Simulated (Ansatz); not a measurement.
**ClH₄NSi···HF···NH₃: density, localisation and related maps**

```yaml
atoms:
  - { symbol: Si, position_ang: [-1.3588, -0.5359, -1.3394] }
  - { symbol: Cl, position_ang: [0.2896, -1.8682, -1.2947] }
  - { symbol: H, position_ang: [-1.9611, -0.7863, -2.6603] }
  - { symbol: H, position_ang: [-2.2119, -0.9668, -0.2226] }
  - { symbol: N, position_ang: [-0.9391, 1.0893, -1.1676] }
  - { symbol: H, position_ang: [0.4199, 0.7161, 1.5980] }
  - { symbol: F, position_ang: [-0.3410, 1.3053, 1.5863] }
  - { symbol: H, position_ang: [1.4556, -0.8852, 0.6323] }
  - { symbol: N, position_ang: [1.6400, -0.3167, 1.4531] }
  - { symbol: H, position_ang: [-0.7368, 1.4432, -0.2394] }
  - { symbol: H, position_ang: [-0.5245, 1.6268, -1.9088] }
  - { symbol: H, position_ang: [2.5414, 0.1247, 1.3220] }
  - { symbol: H, position_ang: [1.7268, -0.9462, 2.2411] }
```

Method: RKS BHLYP-D4/def2-SVP (Ansatz 0.2.0).

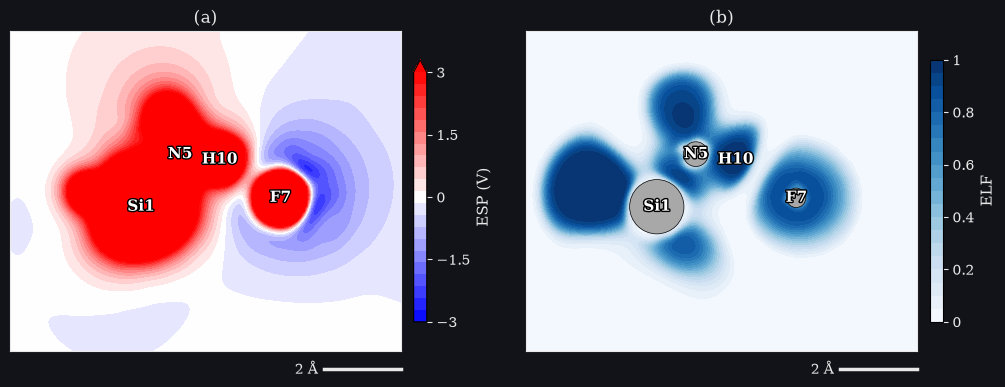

Figure 1. (a) molecular electrostatic potential; (b) electron localisation function on the plane of atoms Si1, N5 and H10. Grey discs cover the atomic cores in the ELF map.

**Interpret the plot.**

The plane passes through Si, N, F and H nuclei.
Si–N (1.69 Å): the ELF peaks at about 0.90 between the atoms, as expected for a shared but strongly polarised pair.
N–H (1.01 Å): the ELF climbs to about 1 towards the hydrogen, as it does in any bond to H: a covalent bond by its length.
The ELF also peaks beside F7, away from the bonds: lone-pair regions.
Outside the dense part of the complex the potential is most negative (−2.5 V) near F7.

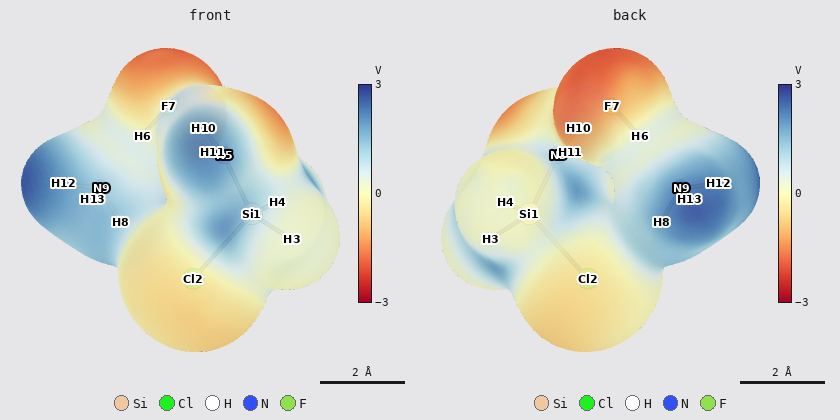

Figure 2. The electrostatic potential painted on the density surface at 0.004 e/bohr³, seen from the front and from behind; the colour scale runs from red (negative) to blue (positive).

**Describe the electrostatic potential map.**

The most negative region (about −2.0 V) lies over F7, the most positive (about +2.6 V) over H12 and H13.

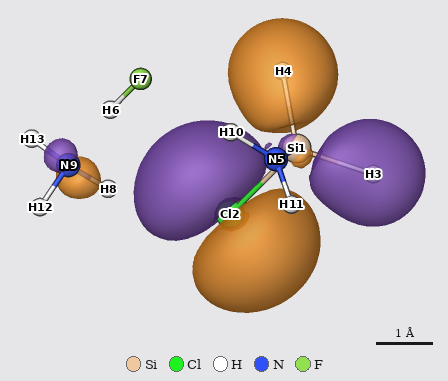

Figure 3. The HOMO−1 at ±0.08 Å⁻³ᐟ² (orange and purple are the two phases), seen from one side.

**Describe this orbital and give its energy.**

It lies mainly on Cl2 (about 65 %), Si1 (about 15 %), H4 (about 10 %) and H3 (about 10 %); largely a lone pair of Cl2. Its energy is −9.77 eV.

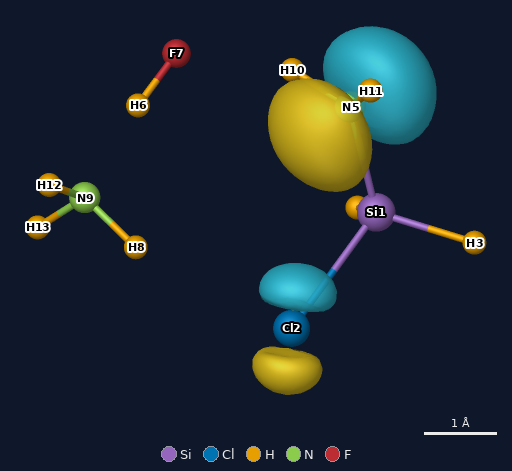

Figure 4. The HOMO at ±0.2 Å⁻³ᐟ² (yellow and cyan are the two phases), seen across its widest extent.

**Describe this orbital and give its energy.**

Its weight (Hirshfeld) is mainly on N5 (about 65 %) and Cl2 (about 15 %). Its energy is −8.81 eV.
